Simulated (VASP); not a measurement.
## Geometry relaxation of TiClF3 (part 3 of 3)

TiClF3 (5 atoms in the cell); Kohn-Sham DFT of a periodic cell, PBE, VASP PAW PBE potentials, recommended, no spin polarisation (VASP 6.6.1); cutoff 520 eV, 1×1×1 k-mesh, Gaussian smearing of 0.01 eV. It belongs to a series of runs on one base structure; here: atoms moved at random by about 0.02 A.

Geometry of the input (Å; fractional positions):
```
12.0000  0.0000  0.0000
0.0000  13.0000  0.0000
0.0000  0.0000  12.0000
F  0.3956  0.4333  0.6175
F  0.6057  0.4114  0.5148
F  0.4094  0.3844  0.3882
Ti 0.4683  0.4537  0.4974
Cl 0.4706  0.6175  0.4576
```

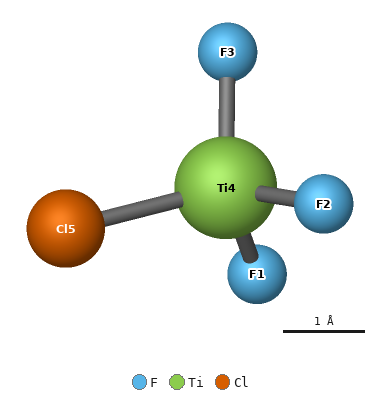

Fig. 1: The geometry at step 8 of the log (ball-and-stick view of the molecule without its box, seen at a tilt; atoms are numbered from 1 in the order of the input).

### Parts of OUTCAR, continued
```
 -----------------------------------------------------------------------------
  energy-cutoff  :      520.00
  volume of cell :     1872.00
      direct lattice vectors                 reciprocal lattice vectors
    12.000000000  0.000000000  0.000000000     0.083333333  0.000000000  0.000000000
     0.000000000 13.000000000  0.000000000     0.000000000  0.076923077  0.000000000
     0.000000000  0.000000000 12.000000000     0.000000000  0.000000000  0.083333333

 POSITION                                       TOTAL-FORCE (eV/Angst)
 -----------------------------------------------------------------------------------
      4.72863      5.62713      7.43943        -0.010142      0.016727     -0.009539
      7.27778      5.34512      6.17928         0.455046     -0.126245      0.050956
      4.90589      4.98945      4.64776        -0.168347     -0.147146     -0.298138
      5.63737      5.91062      5.94948        -0.271345     -0.103081      0.359921
      5.64685      8.03194      5.48995        -0.005212      0.359745     -0.103200
 -----------------------------------------------------------------------------------
    total drift:                                0.000372      0.000917     -0.003597

  FREE ENERGIE OF THE ION-ELECTRON SYSTEM (eV)
  ---------------------------------------------------
  free  energy   TOTEN  =       -29.3947211110 eV

  energy  without entropy=      -29.3947211110  energy(sigma->0) =      -29.39472111

[... ionic steps 4 to 14 ...]

--------------------------------------- Ionic step       15  -------------------------------------------

 number of electron      40.0000032 magnetization

------------------------ aborting loop because EDIFF is reached ----------------------------------------

  FORCE on cell =-STRESS in cart. coord.  units (eV):
  Direction    XX          YY          ZZ          XY          YZ          ZX
  --------------------------------------------------------------------------------------
  -------------------------------------------------------------------------------------
  Total       -0.1424855     -0.1451829     -0.1287701     -0.0022390     -0.0062776      0.0075136
  in kB       -0.1219482     -0.1242568     -0.1102097     -0.0019163     -0.0053728      0.0064306
  external PRESSURE =      -0.1188049 kB  Pullay stress =       0.0000000 kB

 VOLUME and BASIS-vectors are now :
 -----------------------------------------------------------------------------
  energy-cutoff  :      520.00
  volume of cell :     1872.00
      direct lattice vectors                 reciprocal lattice vectors
    12.000000000  0.000000000  0.000000000     0.083333333  0.000000000  0.000000000
     0.000000000 13.000000000  0.000000000     0.000000000  0.076923077  0.000000000
     0.000000000  0.000000000 12.000000000     0.000000000  0.000000000  0.083333333

 POSITION                                       TOTAL-FORCE (eV/Angst)
 -----------------------------------------------------------------------------------
      4.72130      5.62752      7.44290         0.001058     -0.006714      0.005194
      7.29982      5.34257      6.18337         0.002030     -0.004841      0.002735
      4.89404      4.99627      4.63747        -0.001425      0.000861     -0.005048
      5.63914      5.89953      5.95910        -0.000444      0.013761     -0.000852
      5.64223      8.03836      5.48306        -0.001218     -0.003066     -0.002029
 -----------------------------------------------------------------------------------
    total drift:                               -0.000066      0.001210     -0.003756

  FREE ENERGIE OF THE ION-ELECTRON SYSTEM (eV)
  ---------------------------------------------------
  free  energy   TOTEN  =       -29.4055401528 eV

  energy  without entropy=      -29.4055401528  energy(sigma->0) =      -29.40554015

--------------------------------------- Ionic step       16  -------------------------------------------

 number of electron      40.0000032 magnetization

------------------------ aborting loop because EDIFF is reached ----------------------------------------

  FORCE on cell =-STRESS in cart. coord.  units (eV):
  Direction    XX          YY          ZZ          XY          YZ          ZX
  --------------------------------------------------------------------------------------
  -------------------------------------------------------------------------------------
  Total       -0.1515373     -0.1534361     -0.1350853     -0.0007325     -0.0074557      0.0071696
  in kB       -0.1296953     -0.1313205     -0.1156146     -0.0006269     -0.0063810      0.0061362
  external PRESSURE =      -0.1255435 kB  Pullay stress =       0.0000000 kB

 VOLUME and BASIS-vectors are now :
 -----------------------------------------------------------------------------
  energy-cutoff  :      520.00
  volume of cell :     1872.00
      direct lattice vectors                 reciprocal lattice vectors
    12.000000000  0.000000000  0.000000000     0.083333333  0.000000000  0.000000000
     0.000000000 13.000000000  0.000000000     0.000000000  0.076923077  0.000000000
     0.000000000  0.000000000 12.000000000     0.000000000  0.000000000  0.083333333

 POSITION                                       TOTAL-FORCE (eV/Angst)
 -----------------------------------------------------------------------------------
      4.72131      5.62753      7.44295         0.001847     -0.006194      0.003339
      7.29980      5.34254      6.18334        -0.001909     -0.003621      0.002315
      4.89409      4.99607      4.63743        -0.000218      0.002695     -0.002941
      5.63903      5.89963      5.95907         0.001591      0.011057     -0.000791
      5.64229      8.03848      5.48311        -0.001312     -0.003937     -0.001923
 -----------------------------------------------------------------------------------
    total drift:                               -0.000651      0.000221     -0.004462

  FREE ENERGIE OF THE ION-ELECTRON SYSTEM (eV)
  ---------------------------------------------------
  free  energy   TOTEN  =       -29.4055406431 eV

  energy  without entropy=      -29.4055406431  energy(sigma->0) =      -29.40554064

--------------------------------------- Ionic step       17  -------------------------------------------

 number of electron      40.0000032 magnetization

 Free energy of the ion-electron system (eV)
  ---------------------------------------------------
  ext. energy  EPLUGINS =         0.00000000
  ---------------------------------------------------
  free energy    TOTEN  =       -29.40554456 eV

  energy without entropy =      -29.40554456  energy(sigma->0) =      -29.40554456

 E-fermi :  -8.4143     XC(G=0):  -0.7671     alpha+bet : -0.3540

 val. band max:       -8.4801954606   @ k =   0.0000   0.0000   0.0000
 cond. band min:      -4.1020907200   @ k =   0.0000   0.0000   0.0000
 fundamental gap:      4.3781047406
 Fermi energy:        -8.4143333678

 k-point     1 :       0.0000    0.0000    0.0000
  band No.  band energies     occupation
      1     -64.2239      2.00000
      2     -40.7074      2.00000
      3     -40.7071      2.00000
      4     -40.4739      2.00000
      5     -29.2378      2.00000
      6     -28.9624      2.00000
      7     -28.9613      2.00000
      8     -20.5366      2.00000
      9     -11.5341      2.00000
     10     -11.5326      2.00000
     11     -11.3064      2.00000
     12     -11.0431      2.00000
     13     -11.0406      2.00000
     14     -10.7115      2.00000
     15     -10.3374      2.00000
     16     -10.3365      2.00000
     17     -10.0642      2.00000
     18      -9.5918      2.00000
     19      -8.4814      2.00000
     20      -8.4802      2.00000
     21      -4.1021      0.00000
     22      -4.0990      0.00000
     23      -3.3025      0.00000
     24      -2.8160      0.00000

------------------------ aborting loop because EDIFF is reached ----------------------------------------

  FORCE on cell =-STRESS in cart. coord.  units (eV):
  Direction    XX          YY          ZZ          XY          YZ          ZX
  --------------------------------------------------------------------------------------
  -------------------------------------------------------------------------------------
  Total       -0.1482768     -0.1458833     -0.1352544     -0.0018863     -0.0081330      0.0070985
  in kB       -0.1269048     -0.1248563     -0.1157594     -0.0016144     -0.0069608      0.0060753
  external PRESSURE =      -0.1225068 kB  Pullay stress =       0.0000000 kB

 VOLUME and BASIS-vectors are now :
 -----------------------------------------------------------------------------
  energy-cutoff  :      520.00
  volume of cell :     1872.00
      direct lattice vectors                 reciprocal lattice vectors
    12.000000000  0.000000000  0.000000000     0.083333333  0.000000000  0.000000000
     0.000000000 13.000000000  0.000000000     0.000000000  0.076923077  0.000000000
     0.000000000  0.000000000 12.000000000     0.000000000  0.000000000  0.083333333

 POSITION                                       TOTAL-FORCE (eV/Angst)
 -----------------------------------------------------------------------------------
      4.72133      5.62745      7.44297         0.002597     -0.005818      0.001767
      7.29978      5.34251      6.18338        -0.000925     -0.003649      0.002565
      4.89407      4.99620      4.63741         0.000194      0.003678     -0.002030
      5.63910      5.89973      5.95907        -0.000626      0.007055      0.000036
      5.64225      8.03837      5.48306        -0.001239     -0.001265     -0.002336
 -----------------------------------------------------------------------------------
    total drift:                               -0.000245     -0.000256     -0.004202

  FREE ENERGIE OF THE ION-ELECTRON SYSTEM (eV)
  ---------------------------------------------------
  free  energy   TOTEN  =       -29.4055445561 eV

  energy  without entropy=      -29.4055445561  energy(sigma->0) =      -29.40554456

 reached required accuracy - stopping structural energy minimisation
```

### CONTCAR
```
TiClF3
   1.00000000000000
    12.0000000000000000    0.0000000000000000    0.0000000000000000
     0.0000000000000000   13.0000000000000000    0.0000000000000000
     0.0000000000000000    0.0000000000000000   12.0000000000000000
  F               Ti              Cl
     3     1     1
Direct
     0.3934438719734316    0.4328804461138261    0.6202475943997023
     0.6083151885831699    0.4109619963485956    0.5152816051454980
     0.4078390497240801    0.3843229423536267    0.3864505868717725
     0.4699247279966058    0.4538252544107167    0.4965893459720934
     0.4701871617227143    0.6183363607732377    0.4569218676109320

  0.00000000E+00  0.00000000E+00  0.00000000E+00
  0.00000000E+00  0.00000000E+00  0.00000000E+00
  0.00000000E+00  0.00000000E+00  0.00000000E+00
  0.00000000E+00  0.00000000E+00  0.00000000E+00
  0.00000000E+00  0.00000000E+00  0.00000000E+00
```

### Trajectory as extended XYZ (Å, eV, eV/Å), 17 frames, from step=0 to step=16
```
5
Lattice="12.0000 0.0000 0.0000 0.0000 13.0000 0.0000 0.0000 0.0000 12.0000" Properties=species:S:1:pos:R:3:forces:R:3 step=0 energy=-29.32978
F     4.7468    5.6328    7.4102   -1.0543  -0.3281   1.6925
F     7.2688    5.3484    6.1773    0.5216  -0.1889   0.1140
F     4.9132    4.9971    4.6587   -0.4243  -0.4438  -0.6355
Ti    5.6202    5.8985    5.9688    0.9937   0.7004  -1.1186
Cl    5.6475    8.0274    5.4909   -0.0367   0.2605  -0.0525
5
Lattice="12.0000 0.0000 0.0000 0.0000 13.0000 0.0000 0.0000 0.0000 12.0000" Properties=species:S:1:pos:R:3:forces:R:3 step=1 energy=-29.23219
F     4.6960    5.6170    7.4918    1.1799   0.4405  -1.9035
F     7.2939    5.3393    6.1828    0.3298  -0.0110  -0.0501
F     4.8927    4.9757    4.6281    0.2589   0.3440   0.2358
Ti    5.6681    5.9323    5.9148   -1.8093  -1.3405   1.9047
Cl    5.6457    8.0400    5.4883    0.0408   0.5671  -0.1868
5
Lattice="12.0000 0.0000 0.0000 0.0000 13.0000 0.0000 0.0000 0.0000 12.0000" Properties=species:S:1:pos:R:3:forces:R:3 step=2 energy=-29.39472
F     4.7286    5.6271    7.4394   -0.0101   0.0167  -0.0095
F     7.2778    5.3451    6.1793    0.4550  -0.1262   0.0510
F     4.9059    4.9895    4.6478   -0.1683  -0.1471  -0.2981
Ti    5.6374    5.9106    5.9495   -0.2713  -0.1031   0.3599
Cl    5.6469    8.0319    5.4899   -0.0052   0.3597  -0.1032
5
Lattice="12.0000 0.0000 0.0000 0.0000 13.0000 0.0000 0.0000 0.0000 12.0000" Properties=species:S:1:pos:R:3:forces:R:3 step=3 energy=-29.40052
F     4.7239    5.6265    7.4460   -0.0359   0.0106   0.0292
F     7.2991    5.3390    6.1819   -0.3078   0.1283  -0.0271
F     4.8971    4.9814    4.6326    0.0986   0.2060   0.2368
Ti    5.6300    5.9092    5.9600    0.2645  -0.3250  -0.2386
Cl    5.6465    8.0481    5.4854   -0.0193  -0.0198  -0.0003
5
Lattice="12.0000 0.0000 0.0000 0.0000 13.0000 0.0000 0.0000 0.0000 12.0000" Properties=species:S:1:pos:R:3:forces:R:3 step=4 energy=-29.40387
F     4.7257    5.6267    7.4435   -0.0259   0.0130   0.0138
F     7.2909    5.3414    6.1809   -0.0285   0.0358  -0.0001
F     4.9004    4.9845    4.6384    0.0012   0.0772   0.0394
Ti    5.6328    5.9097    5.9560    0.0671  -0.2470  -0.0140
Cl    5.6466    8.0419    5.4871   -0.0140   0.1211  -0.0390
5
Lattice="12.0000 0.0000 0.0000 0.0000 13.0000 0.0000 0.0000 0.0000 12.0000" Properties=species:S:1:pos:R:3:forces:R:3 step=5 energy=-29.40454
F     4.7242    5.6272    7.4447   -0.0081  -0.0062  -0.0066
F     7.2921    5.3421    6.1812    0.0594  -0.0183   0.0115
F     4.8995    4.9866    4.6383   -0.0355  -0.0025  -0.0362
Ti    5.6347    5.9000    5.9566   -0.0041   0.1524   0.0179
Cl    5.6460    8.0484    5.4851   -0.0117  -0.1254   0.0134
5
Lattice="12.0000 0.0000 0.0000 0.0000 13.0000 0.0000 0.0000 0.0000 12.0000" Properties=species:S:1:pos:R:3:forces:R:3 step=6 energy=-29.40492
F     4.7248    5.6270    7.4442   -0.0150   0.0006   0.0015
F     7.2917    5.3418    6.1811    0.0247   0.0023   0.0068
F     4.8999    4.9858    4.6383   -0.0208   0.0281  -0.0064
Ti    5.6340    5.9038    5.9563    0.0238   0.0013   0.0045
Cl    5.6463    8.0459    5.4859   -0.0126  -0.0323  -0.0064
5
Lattice="12.0000 0.0000 0.0000 0.0000 13.0000 0.0000 0.0000 0.0000 12.0000" Properties=species:S:1:pos:R:3:forces:R:3 step=7 energy=-29.40510
F     4.7241    5.6270    7.4444   -0.0037   0.0031  -0.0125
F     7.2926    5.3419    6.1813    0.0290  -0.0002   0.0070
F     4.8991    4.9869    4.6381   -0.0146   0.0296  -0.0008
Ti    5.6349    5.9034    5.9565    0.0000  -0.0050   0.0127
Cl    5.6458    8.0450    5.4856   -0.0107  -0.0276  -0.0064
5
Lattice="12.0000 0.0000 0.0000 0.0000 13.0000 0.0000 0.0000 0.0000 12.0000" Properties=species:S:1:pos:R:3:forces:R:3 step=8 energy=-29.40527
F     4.7223    5.6272    7.4447    0.0302   0.0090  -0.0541
F     7.2954    5.3423    6.1821    0.0410  -0.0084   0.0070
F     4.8967    4.9902    4.6374    0.0052   0.0335   0.0167
Ti    5.6377    5.9022    5.9571   -0.0714  -0.0193   0.0365
Cl    5.6444    8.0424    5.4846   -0.0049  -0.0148  -0.0061
5
Lattice="12.0000 0.0000 0.0000 0.0000 13.0000 0.0000 0.0000 0.0000 12.0000" Properties=species:S:1:pos:R:3:forces:R:3 step=9 energy=-29.40533
F     4.7222    5.6272    7.4445    0.0272   0.0078  -0.0483
F     7.2959    5.3423    6.1822    0.0338  -0.0067   0.0060
F     4.8965    4.9907    4.6374    0.0055   0.0315   0.0159
Ti    5.6378    5.9020    5.9573   -0.0618  -0.0190   0.0322
Cl    5.6442    8.0421    5.4845   -0.0048  -0.0136  -0.0059
5
Lattice="12.0000 0.0000 0.0000 0.0000 13.0000 0.0000 0.0000 0.0000 12.0000" Properties=species:S:1:pos:R:3:forces:R:3 step=10 energy=-29.40544
F     4.7219    5.6273    7.4441    0.0187   0.0035  -0.0311
F     7.2973    5.3423    6.1826    0.0112  -0.0020   0.0034
F     4.8957    4.9922    4.6373    0.0057   0.0240   0.0135
Ti    5.6380    5.9013    5.9579   -0.0320  -0.0154   0.0186
Cl    5.6436    8.0410    5.4841   -0.0036  -0.0101  -0.0044
5
Lattice="12.0000 0.0000 0.0000 0.0000 13.0000 0.0000 0.0000 0.0000 12.0000" Properties=species:S:1:pos:R:3:forces:R:3 step=11 energy=-29.40552
F     4.7213    5.6276    7.4431    0.0006  -0.0052   0.0028
F     7.3001    5.3424    6.1832   -0.0307   0.0073  -0.0008
F     4.8942    4.9953    4.6372    0.0042   0.0129   0.0086
Ti    5.6384    5.9001    5.9590    0.0286  -0.0107  -0.0083
Cl    5.6425    8.0389    5.4833   -0.0027  -0.0043  -0.0023
5
Lattice="12.0000 0.0000 0.0000 0.0000 13.0000 0.0000 0.0000 0.0000 12.0000" Properties=species:S:1:pos:R:3:forces:R:3 step=12 energy=-29.40552
F     4.7214    5.6276    7.4433    0.0032  -0.0042  -0.0025
F     7.2997    5.3424    6.1831   -0.0241   0.0058   0.0002
F     4.8944    4.9948    4.6372    0.0038   0.0148   0.0093
Ti    5.6383    5.9003    5.9589    0.0198  -0.0110  -0.0045
Cl    5.6427    8.0392    5.4834   -0.0027  -0.0054  -0.0024
5
Lattice="12.0000 0.0000 0.0000 0.0000 13.0000 0.0000 0.0000 0.0000 12.0000" Properties=species:S:1:pos:R:3:forces:R:3 step=13 energy=-29.40553
F     4.7214    5.6276    7.4432    0.0024  -0.0045  -0.0007
F     7.2997    5.3424    6.1832   -0.0168   0.0032   0.0010
F     4.8943    4.9952    4.6373    0.0024   0.0112   0.0053
Ti    5.6386    5.9001    5.9589    0.0145  -0.0049  -0.0032
Cl    5.6425    8.0390    5.4833   -0.0025  -0.0050  -0.0025
5
Lattice="12.0000 0.0000 0.0000 0.0000 13.0000 0.0000 0.0000 0.0000 12.0000" Properties=species:S:1:pos:R:3:forces:R:3 step=14 energy=-29.40554
F     4.7213    5.6275    7.4429    0.0011  -0.0067   0.0052
F     7.2998    5.3426    6.1834    0.0020  -0.0048   0.0027
F     4.8940    4.9963    4.6375   -0.0014   0.0009  -0.0050
Ti    5.6391    5.8995    5.9591   -0.0004   0.0138  -0.0009
Cl    5.6422    8.0384    5.4831   -0.0012  -0.0031  -0.0020
5
Lattice="12.0000 0.0000 0.0000 0.0000 13.0000 0.0000 0.0000 0.0000 12.0000" Properties=species:S:1:pos:R:3:forces:R:3 step=15 energy=-29.40554
F     4.7213    5.6275    7.4429    0.0018  -0.0062   0.0033
F     7.2998    5.3425    6.1833   -0.0019  -0.0036   0.0023
F     4.8941    4.9961    4.6374   -0.0002   0.0027  -0.0029
Ti    5.6390    5.8996    5.9591    0.0016   0.0111  -0.0008
Cl    5.6423    8.0385    5.4831   -0.0013  -0.0039  -0.0019
5
Lattice="12.0000 0.0000 0.0000 0.0000 13.0000 0.0000 0.0000 0.0000 12.0000" Properties=species:S:1:pos:R:3:forces:R:3 step=16 energy=-29.40554
F     4.7213    5.6274    7.4430    0.0026  -0.0058   0.0018
F     7.2998    5.3425    6.1834   -0.0009  -0.0036   0.0026
F     4.8941    4.9962    4.6374    0.0002   0.0037  -0.0020
Ti    5.6391    5.8997    5.9591   -0.0006   0.0071   0.0000
Cl    5.6422    8.0384    5.4831   -0.0012  -0.0013  -0.0023
```

### Key numbers

```tsv
quantity	value
outcome	converged
electrons treated	40
free energy	−29.4055 eV
Fermi energy	−8.414 eV
gap on the k-point mesh	4.38 eV
final volume	1872.00 Å³
largest force (length of the vector) at the end	0.007 eV/Å
wall time	38 min
peak memory	1.4 GiB
```
